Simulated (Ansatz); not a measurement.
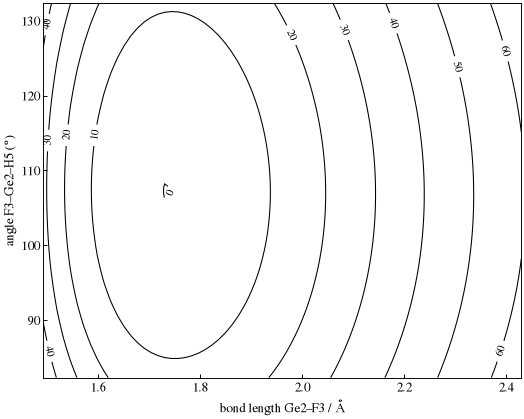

Energy landscape of FGeH2O, SMILES [O][GeH2][F], spin multiplicity 2. First axis: bond length Ge2–F3. Second axis: angle F3–Ge2–H5. Nothing is relaxed (all other coordinates rigid). Grid: 11 × 11 points. Points are written as (first, second). Energies: kcal/mol, counted from the relaxed molecule at the same level. Method: UKS PBE0-D4/def2-SVP (Ansatz).

In the figure: contour lines labelled in kcal/mol. Between grid points the surface is interpolated. 

Where are the wells?

The lowest grid point is at (1.774 Å, 107.3°), 0.47 kcal/mol from the relaxed molecule at the same level. It is the only kind of minimum in the scanned range. The highest grid point, (2.430 Å, 132.3°), lies 65.1 kcal/mol above the lowest. Round the minimum the two coordinates are nearly uncoupled.

The input of one point:

```yaml
crystal:
  periodic: [false, false, false]
  atoms:
    - { symbol: O, position_ang: [-0.550339, -0.013042, 1.619648] }
    - { symbol: Ge, position_ang: [0.085256, -0.055251, -0.042004] }
    - { symbol: F, position_ang: [-0.991914, 0.861642, -1.112558] }
    - { symbol: H, position_ang: [0.047593, -1.515373, -0.502425] }
    - { symbol: H, position_ang: [1.435442, 0.667338, -0.026995] }
magnetization:
  spin_polarized: true
  initial_magnetization: 1
basis:
  gaussian: { orbitals: def2-SVP }
hamiltonian:
  xc: pbe0
  dispersion: d4
output:
  forces: true
```

Each point was launched as `ansatz run input.yaml --threads 1 --pin off --max-ram 2560MiB --backend cpu --events-out ev --progress --plain --runs-dir out`. Time for the 121 points that were run: 18 min on 1 thread of Arm Neoverse V1, on a shared host.
